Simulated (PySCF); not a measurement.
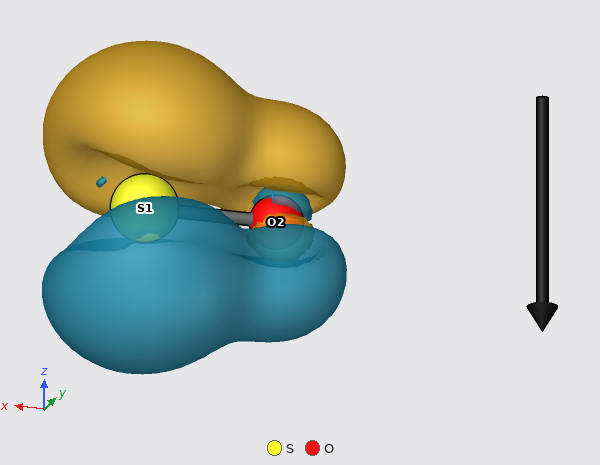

Figure. OS, triplet, SMILES `[S][O]`. Change of the electron density in a uniform field of 0.21 V/Å along −z (arrow), surfaces at ±0.0006 e/Å³ (yellow: gain, teal: loss).

Method: B3LYP/6-311+G**; geometry: GFN2-xTB; program: PySCF. No frequency check shows the geometry to be a minimum. The basis has diffuse s and p functions alone, which still leaves polarisabilities too small, most of all across bonds. The stability of the open-shell solution wasn't checked. GFN2-xTB bond lengths at metals and heavier atoms can be off by up to 0.1 Å and shapes distorted, which carries into these values. GFN2-xTB doesn't know the spin state, so this open-shell geometry is rough.

Geometry (Å), atoms numbered from 1:

```
S1       0.4890    0.0000    0.0000
O2      -0.9780    0.0000    0.0000
```

The field was applied in both directions; the picture shows the one opposite to the script's first.

What dipole is induced, and what polarisability does it imply?

Answer. The induced dipole is 0.13 D (along the field); α along this axis, from the fields in both directions, is 13 bohr³ (1.9 Å³).
